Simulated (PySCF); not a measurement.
# CH2OYb (Yb(H2CO)2+): the cost of one run

Method: PBE0, Yb lcecp-0-SVP with ECP60, O def2-SVP, C def2-SVP, H def2-SVP; scalar-relativistic core potentials, no spin–orbit coupling; program: PySCF 2.14.0.

1 further run of the same task is left out (for a known fault of the program).

## Step 1: The system as given

5 atoms, charge 2, spin multiplicity 1.

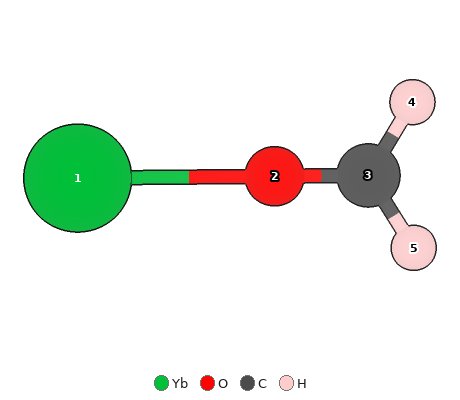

As it starts; ytterbium green, oxygen red, carbon dark grey, hydrogen pink; atoms are numbered from 1 in the order of the file.

Coordinates:

```xyz
5
CH2OYb
Yb    0.00000    0.00000    0.00000
O     0.00000    0.00000    2.55750
C     0.00000    0.00000    3.77750
H     0.94000    0.00000    4.35750
H    -0.94000    0.00000    4.35750
```

Formal oxidation states: Yb +2. Each metal's 14 4f electrons lie in its core potential, so multiplicities, spins and levels count the valence alone.

## Step 2: SCF at the start, singlet

The input, run.py (the lines that set the calculation):

```python
mol = gto.M(atom='''
Yb     0.00000     0.00000     0.00000
O      0.00000     0.00000     2.55750
C      0.00000     0.00000     3.77750
H      0.94000     0.00000     4.35750
H     -0.94000     0.00000     4.35750''',
    basis={'Yb': 'lcecp-0-SVP', 'O': 'def2-SVP', 'C': 'def2-SVP', 'H': 'def2-SVP'},
    ecp={'Yb': 'lcecp-0-SVP'},
    charge=2, spin=0)
mf = dft.RKS(mol, xc='PBE0')
mf.grids.atom_grid = (50, 194)  # f atoms: unpruned, at least (60, 302)
mf = mf.density_fit()  # fitting sets: Yb AutoAux, O def2-universal-JKFIT, C def2-universal-JKFIT, H def2-universal-JKFIT
mf.conv_tol = 1e-08; mf.max_cycle = 55
mf.kernel(dm0)  # dm0: free metal ions and neutral atoms
```

Command:

```
> OMP_NUM_THREADS=2 python run.py
```

Q: Estimate wall time and peak memory on 2 threads of Arm Neoverse V1, shared host.

About 2 s, with a peak of 0.38 GiB.
